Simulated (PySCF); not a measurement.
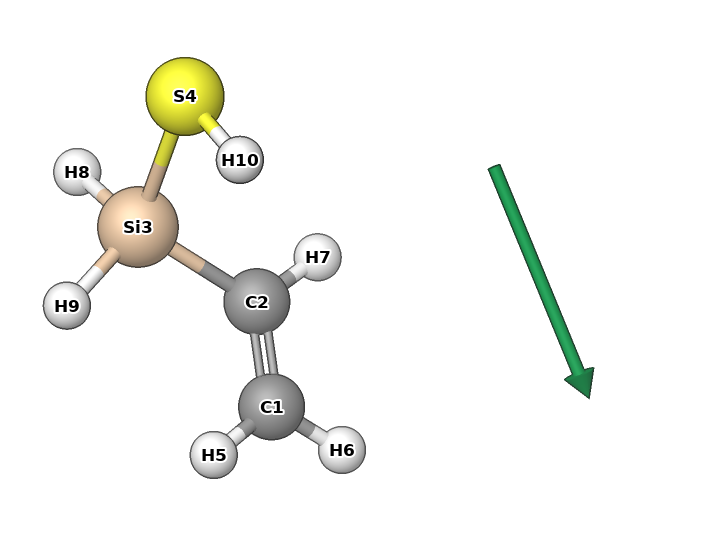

The arrow beside the molecule shows the direction of the dipole moment, from the negative to the positive end (its length means nothing). The computed structure is the end point of a PBE0-D3(BJ)/def2-SVP optimisation. No frequency run is at hand to confirm it as a minimum. Level of theory: BHandHLYP/aug-pcX-1 (pcseg-1 on H) (def2-SVPD on Si) (def2-SVPD on S), gas phase (PySCF 2.14.0).

**Estimate the dipole moment.**

1.87 D; it points from the side of S4 to the side of H6 (the outermost atoms at the two ends).
